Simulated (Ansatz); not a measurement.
# SnF2 (SMILES [F][Sn][F]) at 6 levels

Aim: a comparison of 6 runs (UHF/STO-3G, HSE06/STO-3G, UB3LYP/STO-3G, UPBE/STO-3G, UPBE0/STO-3G, MP2/STO-3G) of SnF2. 

The results are computed with Ansatz 0.2.0.

54 further runs of the same task are left out: 21 that didn't finish, 33 set aside as unsound or not needed.

## (1) The system as given

SnF2 has 3 atoms, charge 0, and is taken as a singlet. As SMILES, `[F][Sn][F]`. The F3–Sn1 distance was set to 3.115 Å, away from the relaxed value. At this shape a bond of the SMILES string is far longer than usual.

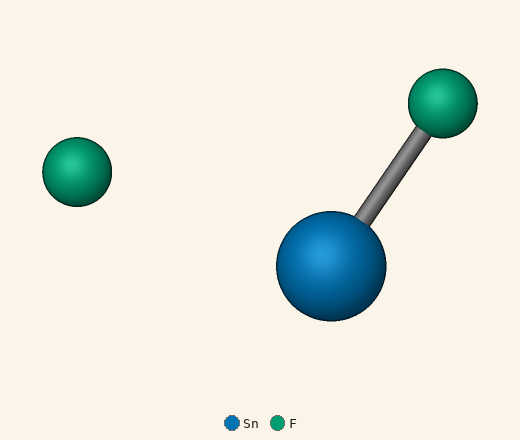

The structure, seen from a chosen angle (tin blue, fluorine teal).

## (2) The energy at UHF/STO-3G (run 1)

in.yaml

```yaml
basis:
  gaussian:
    orbitals: STO-3G
crystal:
  periodic: [false, false, false]
  atoms:
    - symbol: Sn
      position_ang: [0.819766, -0.025736, -1.508790]
    - symbol: F
      position_ang: [2.432786, -0.039406, -0.200580]
    - symbol: F
      position_ang: [-1.623610, 0.028790, 0.422090]
magnetization:
  spin_polarized: true
hamiltonian:
  xc: hf
accuracy: high
```

Launch:

```bash
$ ansatz run in.yaml --threads 1 --pin off --max-ram 2610MiB --events-out events.jsonl --progress --plain --runs-dir runs
```

Standard output:

```text
Warning: RAYON_NUM_THREADS=1 ignored (pool sized by the plan → 1); use --threads N
Functional definition: HF
  name "HF"
  exchange = exact_x
  correlation = 0
641 factors; integrals over basis functions are off by at most 6.8e-9 eV
mean field evaluation 1: about -167590.2920 eV, gradient 1.4e1 eV
mean field evaluation 2: about -167590.3507 eV, gradient 1.4e1 eV
mean field evaluation 4: about -167594.7285 eV, gradient 1.2e1 eV
mean field evaluation 8: about -167596.8676 eV, gradient 5.2e0 eV
mean field evaluation 16: about -167597.4695 eV, gradient 1.5e-2 eV
mean field evaluation 32: about -167601.5542 eV, gradient 2.1e-8 eV
mean field evaluation 64: about -167601.3624 eV, gradient 8.3e-1 eV
mean field evaluation 96: about -167601.4820 eV, gradient 1.5e0 eV
mean field evaluation 128: about -167601.5258 eV, gradient 4.0e-2 eV
mean field evaluation 160: about -167601.5300 eV, gradient 3.4e-2 eV
mean field evaluation 192: about -167601.5277 eV, gradient 5.7e-2 eV
mean field evaluation 224: about -167601.4760 eV, gradient 1.1e-1 eV
mean field evaluation 256: about -167599.3460 eV, gradient 1.8e0 eV
mean field evaluation 288: about -167598.6015 eV, gradient 2.2e-1 eV
mean field evaluation 320: about -167600.1182 eV, gradient 1.6e0 eV
mean field evaluation 352: about -167597.4695 eV, gradient 1.1e-3 eV
mean field evaluation 384: about -167598.4987 eV, gradient 3.1e0 eV
mean field evaluation 416: about -167590.0662 eV, gradient 1.3e1 eV
mean field -167601.55424874 eV, -6159.2435142273 hartree, gradient 2.1e-8 eV, S^2 0.983055; 9 other end points of the search recorded, 0 dependent functions left out
reference -167601.55424874 eV, -6159.2435142273 hartree; 34, 34 occupied and 3, 3 virtual orbitals, 641 factors
Total energy: -167601.55424874 eV, -6159.2435142273 hartree
```

Wall time 6.3 s (1 thread of Arm Neoverse V1, shared host); peak memory 0.18 GiB.

## (3) A single-point energy at HSE06/STO-3G (run 2)

job.yaml

```yaml
crystal:
  periodic: [false, false, false]
  atoms:
    - symbol: Sn
      position_ang: [0.819766, -0.025736, -1.508790]
    - symbol: F
      position_ang: [2.432786, -0.039406, -0.200580]
    - symbol: F
      position_ang: [-1.623610, 0.028790, 0.422090]
basis:
  gaussian:
    orbitals: STO-3G
hamiltonian:
  xc: {name: HSE06}
accuracy: high
```

Launch:

```bash
$ ansatz run job.yaml --threads 1 --pin off --max-ram 2610MiB --events-out events.jsonl --progress --plain --runs-dir runs
```

Standard output:

```text
Warning: RAYON_NUM_THREADS=1 ignored (pool sized by the plan → 1); use --threads N
Functional definition: HSE06
  name "HSE06"
  parameter a = 0.25
  parameter omega = 0.11/bohr
  exchange = pbe_x - a*pbe_x_sr(omega) + a*exact_x_sr(omega)
  correlation = pbe_c
641 factors; integrals over basis functions are off by at most 6.8e-9 eV
51 factors; integrals over basis functions are off by at most 7.7e-10 eV
mean field evaluation 1: about -167653.8960 eV, gradient 2.1e1 eV
mean field evaluation 2: about -167335.6118 eV, gradient 3.8e1 eV
mean field evaluation 4: about -167644.5136 eV, gradient 6.4e1 eV
mean field evaluation 8: about -167662.3621 eV, gradient 3.1e-1 eV
mean field evaluation 16: about -167618.8275 eV, gradient 8.7e1 eV
mean field evaluation 32: about -167654.1803 eV, gradient 1.0e1 eV
mean field -167662.36438128 eV, -6161.4782453799 hartree, gradient 2.2e-8 eV, S^2 0.000000; 4 other end points of the search recorded, 0 dependent functions left out
reference -167662.36438274 eV, -6161.4782454334 hartree; 34, 34 occupied and 3, 3 virtual orbitals, 641 factors
Total energy: -167662.36438274 eV, -6161.4782454334 hartree
```

Run time: 5.4 s. Hardware: 1 thread of Arm Neoverse V1, shared host; peak memory 0.13 GiB.

Runs 3 to 5 aren't shown in full; the table further down has their settings and results.

## (4) The energy at MP2/STO-3G (run 6)

run.yaml

```yaml
crystal:
  periodic: [false, false, false]
  atoms:
    - {symbol: Sn, position_ang: [0.819766, -0.025736, -1.508790]}
    - {symbol: F, position_ang: [2.432786, -0.039406, -0.200580]}
    - {symbol: F, position_ang: [-1.623610, 0.028790, 0.422090]}
basis:
  gaussian:
    orbitals: STO-3G
correlation:
  method: mp2
  frozen_orbitals: {F: 1, Sn: 18}
accuracy: high
```

Launch:

```bash
$ ansatz run run.yaml --threads 1 --pin off --max-ram 2610MiB --events-out events.jsonl --progress --plain --runs-dir runs
```

Standard output:

```text
Warning: RAYON_NUM_THREADS=1 ignored (pool sized by the plan → 1); use --threads N
[... 4 set-up lines as earlier in the session ...]
641 factors; integrals over basis functions are off by at most 6.8e-9 eV
mean field evaluation 1: about -167590.2920 eV, gradient 2.0e1 eV
mean field evaluation 2: about -167590.3507 eV, gradient 2.0e1 eV
mean field evaluation 4: about -167594.7285 eV, gradient 1.8e1 eV
mean field evaluation 8: about -167596.8679 eV, gradient 7.3e0 eV
mean field evaluation 16: about -167597.4695 eV, gradient 6.5e-4 eV
mean field evaluation 32: about -167597.4695 eV, gradient 2.1e-8 eV
mean field -167597.46948115 eV, -6159.0934017873 hartree, gradient 4.2e-8 eV, S^2 0.000000; 1 other end points of the search recorded, 0 dependent functions left out; unrestricted orbitals would lower it
unrestricted determinant -167601.55424859 eV, -6159.2435142218 hartree, S^2 0.9830
20 core orbitals not correlated: weight in the atoms' cores, before any rotation towards them, 1.000 or more for the frozen orbitals, at most 0.000 for the correlated occupied ones
reference -167597.46948115 eV, -6159.0934017873 hartree; 14, 14 occupied and 3, 3 virtual orbitals, 641 factors
second order -3.83699997 eV of doubles, -0.00000000 eV of singles
WARN: the method's energy lies above the unrestricted determinant's, so it is not that of the lowest state
Total energy: -167601.30648112 eV, -6159.2344089355 hartree
```

Wall time 1.5 s (1 thread of Arm Neoverse V1, shared host); peak memory 0.12 GiB.

## (5) All runs side by side

| run | level | frozen core orbitals | energy (Eh) | ⟨S²⟩ | wall time |
| --- | --- | --- | --- | --- | --- |
| 1 | UHF/STO-3G | – | -6159.243514 | 0.983 | 6.3 s |
| 2 | HSE06/STO-3G | – | -6161.478245 | – | 5.4 s |
| 3 | UB3LYP/STO-3G | – | -6161.907671 | 0.739 | 15 s |
| 4 | UPBE/STO-3G | – | -6161.143688 | 0.470 | 19 s |
| 5 | UPBE0/STO-3G | – | -6161.493021 | 0.791 | 8.1 s |
| 6 | MP2/STO-3G | 20 | -6159.234409 | – | 1.5 s |

## (6) What came out

| quantity | value |
| --- | --- |
| run 6: total energy | -6159.23441 Eh |
| run 6: correlation energy (20 core orbitals frozen) | -141.0 mEh |

What this shows: Totals of different functionals can't be ranked against each other. In run 6 the log says that unrestricted orbitals would lower the reference, so the values rest on an unstable closed-shell determinant (other closed-shell runs at this shape may share the fault). In runs 1, 2, 3, 4, 5, 6 the basis is minimal, so the values are rough. In runs 1, 2, 3, 4, 5, 6 relativity is left out where basis or elements ask for it. Spin contamination of the reference: run 1 ⟨S²⟩ = 0.98, run 5 ⟨S²⟩ = 0.79, run 3 ⟨S²⟩ = 0.74, run 4 ⟨S²⟩ = 0.47. Where it is this large, the reference is a mixture of spin states, and values that rest on it are in doubt. All runs together took 55 s, the longest 19 s.
